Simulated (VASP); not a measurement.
Energy against volume of Ca (fcc). All values below come from vdW-DF2, VASP's PBE PAW potentials (set 64) (plane waves; VASP).

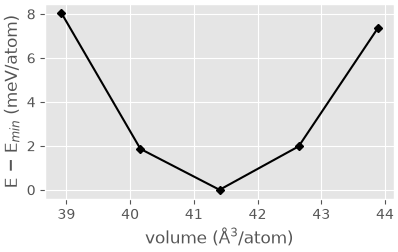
Energy against volume

Problem. Estimate the equilibrium volume and the bulk modulus.

Solution. The minimum lies near 41.4 Å³/atom, and the curvature gives B0 of about 17 GPa.

Measured: a 5.553 Å at 0 K (computed value off by -1.1 %), as given by Gábor I. Csonka et al., Physical Review B (2009), arXiv:0903.4037 [low-temperature or extrapolated to 0 K; zero-point anharmonic expansion removed].

The compound is Ca in the fcc structure. It was relaxed first.
